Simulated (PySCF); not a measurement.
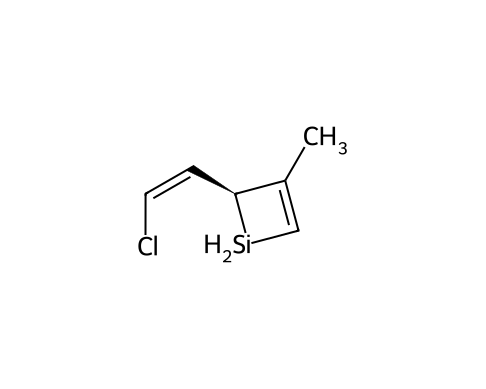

Figure made from data computed with PySCF.

A structural formula.

Question: Transcribe the drawing into SMILES.

Answer: CC1=C[SiH2][C@H]1/C=C\Cl

Question: Give the formula, hydrogens included.

Answer: C6H9ClSi.

Question: An optimisation with GFN2-xTB gave a structure of which point group?

Answer: C1.
